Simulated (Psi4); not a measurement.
**BH2O (SMILES B[O]) at UMP2/6-311+G(d,p) (Cholesky decomposition, density fitting for correlation, cholesky tolerance 0.001, sweep point 6)**

What is the vertical ionisation energy of BH2O at UMP2/6-311+G** (Cholesky decomposition, density fitting for correlation, cholesky tolerance 0.001, sweep point 6)? The job is set up through a Python script.

Program for the calculation: Psi4 1.11.

2 further runs of the same task are left out: 2 set aside as unsound or not needed.

### 1 The molecule

The species is BH2O (4 atoms), meant as a doublet with charge 0. SMILES: `B[O]`. Geometry: relaxed at PBE0-D4/def2-TZVP.

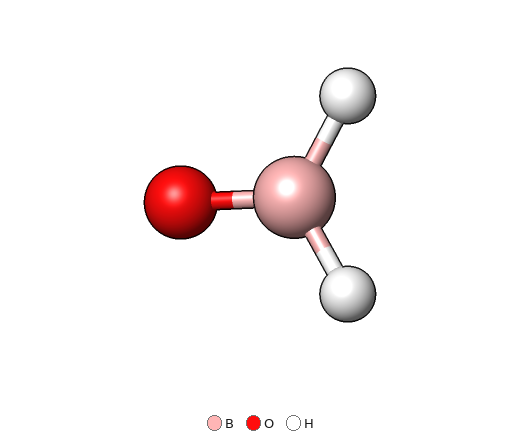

The structure, seen from a chosen angle (boron pink, oxygen red, hydrogen white).

### 2 A single-point energy at UMP2/6-311+G(d,p) (Cholesky decomposition, density fitting for correlation, cholesky tolerance 0.001, sweep point 6)

File calc.py:

```python
import psi4

psi4.set_memory('1600 MB')
psi4.set_num_threads(1)
psi4.set_output_file('psi4.out', False)

geom = psi4.geometry("""
0 2
B     -0.001100    -0.010300    -0.015100
O      1.025300    -0.340800     0.676900
H     -1.052600    -0.587700     0.151600
H      0.083900     0.878500    -0.833600
symmetry c1
""")

options = {'basis': '6-311+G**', 'reference': 'uhf', 'puream': True, 'scf_type': 'cd', 'num_frozen_docc': 2, 'cholesky_tolerance': 0.001, 'maxiter': 100}
psi4.set_options(options)

e, wfn = psi4.energy("mp2", molecule=geom, return_wfn=True)
print('E =', round(e, 9))
```

Launch:

```
python calc.py
```

psi4.out:

```text
[...]
  Running in c1 symmetry.
[...]
  Nuclear repulsion =   25.066185915136671
[...]
  Multiplicity = 2
[...]
  Nalpha       = 8
  Nbeta        = 7
[...]
    Number of basis functions: 56
[...]
   @UHF iter   1:  -100.55463043167923   -8.88524e-01   8.85910e-03 ADIIS/DIIS
[...]
   @UHF iter  18:  -100.72990791990779   -4.22062e-12   4.30740e-09 DIIS
[...]
   @S^2 Observed:                7.680715211E-01
[...]
    Orbital Energies [Eh]
    ---------------------
    Alpha Occupied:
       1A    -20.653798     2A     -7.628565     3A     -1.434089
       4A     -0.738459     5A     -0.719012     6A     -0.616897
       7A     -0.604819     8A     -0.482899
    Alpha Virtual:
       9A      0.058405    10A      0.064776    11A      0.074888
      12A      0.077392    13A      0.160068    14A      0.235641
      15A      0.263002    16A      0.271150    17A      0.288049
      18A      0.312139    19A      0.318191    20A      0.360210
      21A      0.490572    22A      0.540835    23A      0.547599
      24A      0.693684    25A      0.726781    26A      0.885563
[...]
  @UHF Final Energy:  -100.72990791990779
   => Energetics <=
    Nuclear Repulsion Energy =             25.0661859151366713
    One-Electron Energy =                -186.8268847588483368
    Two-Electron Energy =                  61.0307909238038988
    Total Energy =                       -100.7299079199077880
  UHF NO Occupations:
  HONO-2 :    6  A 1.9972566
  HONO-1 :    7  A 1.9962290
[...]
 Multipole Moments:
 ------------------------------------------------------------------------------------
     Multipole            Electronic (a.u.)      Nuclear  (a.u.)        Total (a.u.)
 ------------------------------------------------------------------------------------
 L = 1.  Multiply by 2.5417464519 to convert [e a0] to [Debye]
 Dipole X            :          1.0586172           -1.3939566           -0.3353394
 Dipole Y            :         -0.3410866            0.4490229            0.1079363
 Dipole Z            :          0.7151149           -0.9399742           -0.2248593
 Magnitude           :                                                    0.4179288
[...]
```

On the terminal:

```text
E = -100.980538447
```

Run time: 2.6 s. Hardware: 1 thread of Intel Xeon Platinum 8259CL at 2.50GHz (Skylake/Cascade Lake), shared host; peak memory 0.2 GiB.

### 3 The singlet cation

File job.py:

```python
import psi4

psi4.set_memory(1600000000)
psi4.set_num_threads(1)
psi4.core.set_output_file('bh2o.out', False)

geom = psi4.geometry("""
1 1
B     -0.001100    -0.010300    -0.015100
O      1.025300    -0.340800     0.676900
H     -1.052600    -0.587700     0.151600
H      0.083900     0.878500    -0.833600
symmetry c1
""")

options = {'basis': '6-311+G**', 'puream': True, 'scf_type': 'cd', 'num_frozen_docc': 2, 'cholesky_tolerance': 0.001}
psi4.set_options(options)

e_tot, wfn = psi4.energy("mp2", return_wfn=True)
print(f'mp2 energy: {e_tot:.10f} Eh')
```

Launch:

```
python job.py
```

bh2o.out:

```text
[...]
  Running in c1 symmetry.
[...]
  Nuclear repulsion =   25.066185915136671
[...]
  Multiplicity = 1
[...]
  Nalpha       = 7
  Nbeta        = 7
[...]
    Number of basis functions: 56
[...]
   @RHF iter   1:  -100.09590521454362   -4.29799e-01   7.56458e-03 ADIIS/DIIS
[...]
   @RHF iter  14:  -100.25400939795654   -3.58114e-12   8.13476e-09 DIIS
[...]
    Orbital Energies [Eh]
    ---------------------
    Doubly Occupied:
       1A    -21.075582     2A     -7.969994     3A     -1.732667
       4A     -1.080004     5A     -0.961132     6A     -0.927760
       7A     -0.868905
[...]
  @RHF Final Energy:  -100.25400939795654
   => Energetics <=
    Nuclear Repulsion Energy =             25.0661859151366713
    One-Electron Energy =                -181.4083026851504314
    Two-Electron Energy =                  56.0881073720572374
    Total Energy =                       -100.2540093979565370
[...]
 Multipole Moments:
 ------------------------------------------------------------------------------------
     Multipole            Electronic (a.u.)      Nuclear  (a.u.)        Total (a.u.)
 ------------------------------------------------------------------------------------
 L = 1.  Multiply by 2.5417464519 to convert [e a0] to [Debye]
 Dipole X            :          0.3744623           -1.3939566           -1.0194944
 Dipole Y            :         -0.1204365            0.4490229            0.3285864
 Dipole Z            :          0.2533369           -0.9399742           -0.6866373
 Magnitude           :                                                    1.2723241
[...]
```

The script printed:

```text
mp2 energy: -100.5301694111 Eh
```

Wall time 2.4 s (1 thread of Intel Xeon Platinum 8259CL at 2.50GHz (Skylake/Cascade Lake), shared host); peak memory 0.2 GiB.

### 4 Outcome

At UMP2/6-311+G** (Cholesky decomposition, density fitting for correlation, cholesky tolerance 0.001, sweep point 6), 2 core orbitals frozen:

| quantity | value |
| --- | --- |
| doublet BH2O: total energy | -100.98054 Eh |
| doublet BH2O: HOMO energy (Hartree–Fock orbitals) (highest over α and β) | -13.14 eV |
| doublet BH2O: LUMO energy (Hartree–Fock orbitals) (lowest over α and β) | 1.37 eV |
| doublet BH2O: correlation energy (2 core orbitals frozen) | -250.6 mEh |
| doublet BH2O: ⟨S²⟩ of the reference determinant | 0.768 |
| singlet cation: total energy | -100.53017 Eh |
| singlet cation: HOMO energy (Hartree–Fock orbitals) | -23.64 eV |
| singlet cation: LUMO energy (Hartree–Fock orbitals) | -10.74 eV |
| singlet cation: HOMO–LUMO gap (Hartree–Fock orbitals) | 12.90 eV |
| singlet cation: correlation energy (2 core orbitals frozen) | -276.2 mEh |
| vertical ionisation energy (to the singlet cation) | 12.255 eV |

The vertical ionisation energy comes to 12.26 eV (1182 kJ/mol). Only the singlet of the ionised species was computed; a triplet could lie lower.
